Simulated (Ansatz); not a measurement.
# PH2 (SMILES [PH2]): UCCSD/3-21G

Aim: the energy change on altering one bond length of PH2 at UCCSD/3-21G, from 2 runs. 

The calculation is run with Ansatz 0.2.0.

46 further runs of the same task are left out: 46 set aside as unsound or not needed.

**1. The system as given**

PH2: 3 atoms, total charge 0, spin state doublet. As SMILES, `[PH2]`. Geometry: relaxed at GFN2-xTB.

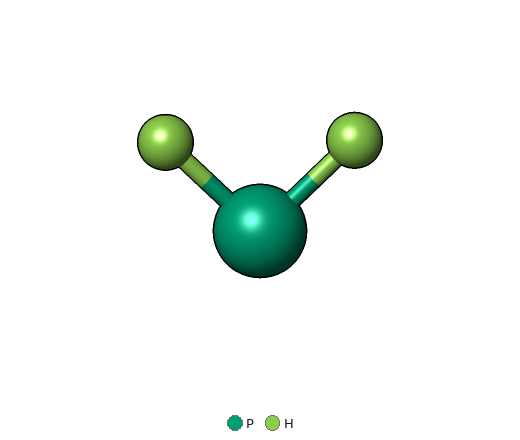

Viewed from a chosen angle; phosphorus teal, hydrogen green.

**2. A single-point energy at UCCSD/3-21G**

run.yaml reads:

```yaml
crystal:
  periodic: [false, false, false]
  atoms:
    - {symbol: P, position_ang: [0.514470, -0.302750, 0.252680]}
    - {symbol: H, position_ang: [0.111510, 1.027360, 0.172420]}
    - {symbol: H, position_ang: [-0.625980, -0.724620, -0.425100]}
basis:
  gaussian: {orbitals: 3-21G.json}
magnetization: {spin_polarized: true, initial_magnetization: 1}
correlation: {method: ccsd, frozen_orbitals: {H: 0, P: 5}}
accuracy: high
scf: {omitted_lower_state_checks: [cluster_reference, increment]}
```

The basis set 3-21G is read from a file made from the Basis Set Exchange's data (not shown).

Command:

```sh
$ ansatz run run.yaml --threads 1 --pin off --max-ram 2610MiB --events-out events.jsonl --progress --plain --runs-dir runs
```

What it wrote:

```text
Warning: RAYON_NUM_THREADS=1 ignored (pool sized by the plan → 1); use --threads N
Functional definition: HF
  name "HF"
  exchange = exact_x
  correlation = 0
these checks for a lower state are left out or cut short: cluster_reference, increment
323 factors; integrals over basis functions are off by at most 2.1e-9 eV
mean field evaluation 1: about -9254.7853 eV, gradient 5.5e0 eV
mean field evaluation 2: about -9254.7851 eV, gradient 5.5e0 eV
mean field evaluation 4: about -9255.0797 eV, gradient 3.9e-1 eV
mean field evaluation 8: about -9255.0830 eV, gradient 1.3e-6 eV
mean field -9255.08301047 eV, -340.1180273143 hartree, gradient 2.5e-8 eV, S^2 0.757027; 0 other end points of the search recorded, 0 dependent functions left out
5 core orbitals not correlated: weight in the atoms' cores, before any rotation towards them, 1.000 or more for the frozen orbitals, at most 0.000 for the correlated occupied ones
reference -9255.08301047 eV, -340.1180273143 hartree; 4, 3 occupied and 8, 9 virtual orbitals, 323 factors
second order -1.31901945 eV of doubles, -0.00000000 eV of singles
cycle   1  -1.62606188 eV  change   -3.1e-1 eV  update   4.4e-2
cycle   2  -1.76408125 eV  change   -1.4e-1 eV  update   1.8e-2
cycle   3  -1.77026367 eV  change   -6.2e-3 eV  update   4.4e-3
cycle   4  -1.77163516 eV  change   -1.4e-3 eV  update   1.5e-3
cycle   5  -1.77136558 eV  change    2.7e-4 eV  update   4.5e-4
cycle   6  -1.77156378 eV  change   -2.0e-4 eV  update   1.5e-4
cycle   7  -1.77158737 eV  change   -2.4e-5 eV  update   4.6e-5
cycle   8  -1.77157191 eV  change    1.5e-5 eV  update   1.0e-5
cycle   9  -1.77157784 eV  change   -5.9e-6 eV  update   2.8e-6
cycle  10  -1.77157644 eV  change    1.4e-6 eV  update   8.7e-7
cycle  11  -1.77157637 eV  change    7.3e-8 eV  update   1.5e-7
cycle  12  -1.77157643 eV  change   -6.3e-8 eV  update   4.7e-8
cycle  13  -1.77157643 eV  change    6.0e-9 eV  update   1.5e-8
cycle  14  -1.77157626 eV  change    1.7e-7 eV  update   5.1e-8
cycle  15  -1.77157617 eV  change    8.4e-8 eV  update   1.9e-8
cycle  16  -1.77157617 eV  change   -1.4e-9 eV  update   4.0e-9
cycle  17  -1.77157617 eV  change  -7.2e-10 eV  update   1.1e-9
cycle  18  -1.77157617 eV  change   3.0e-10 eV  update  2.4e-10
Total energy: -9256.85458665 eV, -340.1831315379 hartree
Checks for a lower state left out: cluster_reference, increment
```

It took 0.24 s on 1 thread of Arm Neoverse V1, shared host.

**3. The distorted shape at the same level**

input.yaml reads:

```yaml
crystal:
  periodic: [false, false, false]
  atoms:
    - {symbol: P, position_ang: [0.799546, -0.197296, 0.422103]}
    - {symbol: H, position_ang: [0.396586, 1.132814, 0.341843]}
    - {symbol: H, position_ang: [-0.625980, -0.724620, -0.425100]}
basis:
  gaussian:
    orbitals: 3-21G.json
magnetization:
  spin_polarized: true
  initial_magnetization: 1
correlation:
  method: ccsd
  frozen_orbitals: {H: 0, P: 5}
accuracy: high
scf:
  omitted_lower_state_checks: [cluster_reference, increment]
```

The basis set 3-21G is read from a file made from the Basis Set Exchange's data (not shown).

Command:

```sh
$ ansatz run input.yaml --threads 1 --pin off --max-ram 2610MiB --events-out events.jsonl --progress --plain --runs-dir runs
```

What it wrote:

```text
Warning: RAYON_NUM_THREADS=1 ignored (pool sized by the plan → 1); use --threads N
Functional definition: HF
  name "HF"
  exchange = exact_x
  correlation = 0
these checks for a lower state are left out or cut short: cluster_reference, increment
322 factors; integrals over basis functions are off by at most 2.2e-9 eV
mean field evaluation 1: about -9254.2725 eV, gradient 4.7e0 eV
mean field evaluation 2: about -9254.2717 eV, gradient 4.7e0 eV
mean field evaluation 4: about -9254.5162 eV, gradient 5.0e-1 eV
mean field evaluation 8: about -9254.5374 eV, gradient 2.1e-2 eV
mean field evaluation 16: about -9254.5371 eV, gradient 2.4e-8 eV
mean field -9254.53707990 eV, -340.0979647359 hartree, gradient 2.4e-8 eV, S^2 0.788830; 0 other end points of the search recorded, 0 dependent functions left out
5 core orbitals not correlated: weight in the atoms' cores, before any rotation towards them, 1.000 or more for the frozen orbitals, at most 0.000 for the correlated occupied ones
reference -9254.53707990 eV, -340.0979647359 hartree; 4, 3 occupied and 8, 9 virtual orbitals, 322 factors
second order -1.39653609 eV of doubles, -0.00000000 eV of singles
cycle   1  -1.74158357 eV  change   -3.5e-1 eV  update   5.6e-2
cycle   2  -1.94473105 eV  change   -2.0e-1 eV  update   2.9e-2
cycle   3  -1.96598984 eV  change   -2.1e-2 eV  update   1.2e-2
cycle   4  -1.97372376 eV  change   -7.7e-3 eV  update   4.9e-3
cycle   5  -1.97316341 eV  change    5.6e-4 eV  update   1.7e-3
cycle   6  -1.97411369 eV  change   -9.5e-4 eV  update   8.4e-4
cycle   7  -1.97455262 eV  change   -4.4e-4 eV  update   3.7e-4
cycle   8  -1.97437775 eV  change    1.7e-4 eV  update   1.1e-4
cycle   9  -1.97446900 eV  change   -9.1e-5 eV  update   3.5e-5
cycle  10  -1.97444940 eV  change    2.0e-5 eV  update   1.0e-5
cycle  11  -1.97445106 eV  change   -1.7e-6 eV  update   2.5e-6
cycle  12  -1.97445147 eV  change   -4.2e-7 eV  update   8.0e-7
cycle  13  -1.97445163 eV  change   -1.6e-7 eV  update   2.2e-7
cycle  14  -1.97445157 eV  change    6.6e-8 eV  update   8.3e-8
cycle  15  -1.97445160 eV  change   -3.2e-8 eV  update   3.6e-8
cycle  16  -1.97445155 eV  change    4.3e-8 eV  update   2.0e-8
cycle  17  -1.97445117 eV  change    3.8e-7 eV  update   9.0e-8
cycle  18  -1.97445098 eV  change    2.0e-7 eV  update   3.5e-8
cycle  19  -1.97445095 eV  change    2.7e-8 eV  update   1.1e-8
cycle  20  -1.97445096 eV  change   -4.7e-9 eV  update   5.1e-9
cycle  21  -1.97445096 eV  change   -1.5e-9 eV  update   1.7e-9
cycle  22  -1.97445096 eV  change   5.2e-10 eV  update  6.9e-10
cycle  23  -1.97445096 eV  change   3.1e-10 eV  update  2.8e-10
Total energy: -9256.51153086 eV, -340.1705244702 hartree
Checks for a lower state left out: cluster_reference, increment
```

Run time: 0.24 s. Hardware: 1 thread of Arm Neoverse V1, shared host.

**4. Results**

At UCCSD/3-21G, 5 core orbitals frozen:

```
                                                         quantity          value
                                        first shape: total energy  -340.18313 Eh
         first shape: correlation energy (5 core orbitals frozen)      -65.1 mEh
                   first shape: ⟨S²⟩ of the reference determinant          0.757
                                       first shape: T1 diagnostic          0.006
                                    distorted shape: total energy  -340.17052 Eh
     distorted shape: correlation energy (5 core orbitals frozen)      -72.6 mEh
               distorted shape: ⟨S²⟩ of the reference determinant          0.789
                                   distorted shape: T1 diagnostic          0.021
energy change with the P1–H3 bond stretched from 1.392 to 1.740 Å       0.343 eV
```

What this shows: With the P1–H3 bond stretched from 1.392 to 1.740 Å the energy rises by 0.34 eV (33.1 kJ/mol). The first shape isn't relaxed at this level, so the change isn't measured from a minimum.
